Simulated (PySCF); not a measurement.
**BCl (SMILES [B]Cl) at MP2/def2-QZVPP**

Aim: the vertical ionisation energy of BCl at MP2/def2-QZVPP, from 2 runs. Input form: a Python script.

Program for the calculation: PySCF 2.14.0.

## (1) Starting point

The species is BCl (2 atoms), meant as a singlet with charge 0. SMILES: `[B]Cl`. The shape is that of a PBE0-D4/def2-TZVP optimisation.

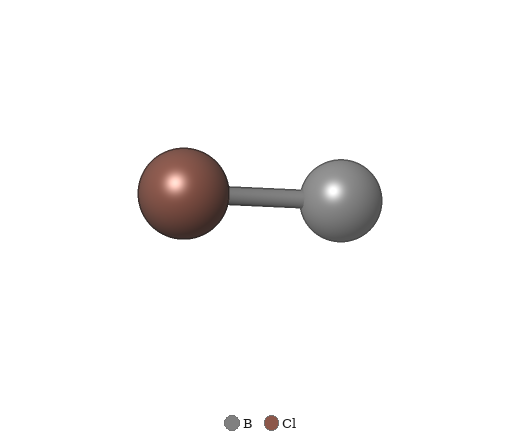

The structure, seen from a chosen angle (boron grey, chlorine brown).

## (2) The energy at MP2/def2-QZVPP

File run.py:

```python
from pyscf import gto, scf, mp

molecule = gto.M(
    atom='B -0.000000 -0.000000 -0.069660; Cl 0.000000 0.000000 1.648190',
    max_memory=1860,
    verbose=3,
    basis='def2-qzvpp',
)

myscf = scf.RHF(molecule)
myscf.conv_tol = 1e-10
myscf.kernel()
if not myscf.converged:
    myscf = myscf.newton().run(myscf.mo_coeff, myscf.mo_occ)

pt = mp.MP2(myscf, frozen=6).run()
etot = pt.e_tot
print('E(%s) = %.9f' % ('MP2', etot))
```

Run with:

```sh
$ OMP_NUM_THREADS=1 python run.py
```

Log:

```text
converged SCF energy = -484.161960851568
E(RMP2) = -484.445951833606  E_corr = -0.283990982038241
E(SCS-RMP2) = -484.447871288117  E_corr = -0.285910436548885
E(MP2) = -484.445951834
```

Run time: 5.1 s. Hardware: 1 thread of Arm Neoverse V1, shared host; peak memory 0.4 GiB.

## (3) The doublet cation at the same level

File run.py:

```python
from pyscf import gto, mp

mol = gto.M(
    atom='''
B      0.000000     0.000000    -0.131638
Cl     0.000000     0.000000     3.114628
''',
    basis='def2-qzvpp',
    verbose=3,
    max_memory=1860,
    charge=1,
    spin=1,
    unit='bohr',
)

mf = mol.UHF()
mf.conv_tol = 1e-10
mf.kernel()
if not mf.converged:
    mf = mf.newton().run(mf.mo_coeff, mf.mo_occ)

pt = mp.MP2(mf, frozen=6).run()
e_final = pt.e_tot
print('Final energy', e_final)
```

Run with:

```sh
$ OMP_NUM_THREADS=1 python run.py
```

Log:

```text
converged SCF energy = -483.831402007718  <S^2> = 0.76037635  2S+1 = 2.0103496
E(UMP2) = -484.081404564352  E_corr = -0.250002556633389
E(SCS-UMP2) = -484.079129171274  E_corr = -0.247727163555515
Final energy -484.08140456435177
```

Wall time 9.3 s (1 thread of Arm Neoverse V1, shared host); peak memory 0.4 GiB.

## (4) Results

At MP2/def2-QZVPP, 6 core orbitals frozen:

```
                                                                  quantity          value
                                                 singlet BCl: total energy  -484.44595 Eh
                         singlet BCl: dipole moment (Hartree–Fock density)         1.44 D
                          singlet BCl: HOMO energy (Hartree–Fock orbitals)      -10.35 eV
                          singlet BCl: LUMO energy (Hartree–Fock orbitals)        1.52 eV
                        singlet BCl: HOMO–LUMO gap (Hartree–Fock orbitals)       11.87 eV
                  singlet BCl: correlation energy (6 core orbitals frozen)     -284.0 mEh
                                              doublet cation: total energy  -484.08140 Eh
doublet cation: HOMO energy (Hartree–Fock orbitals) (highest over α and β)      -21.22 eV
 doublet cation: LUMO energy (Hartree–Fock orbitals) (lowest over α and β)       -7.87 eV
               doublet cation: correlation energy (6 core orbitals frozen)     -250.0 mEh
                         doublet cation: ⟨S²⟩ of the reference determinant          0.760
                        vertical ionisation energy (to the doublet cation)       9.920 eV
```

What this shows: The vertical ionisation energy comes to 9.92 eV (957 kJ/mol).
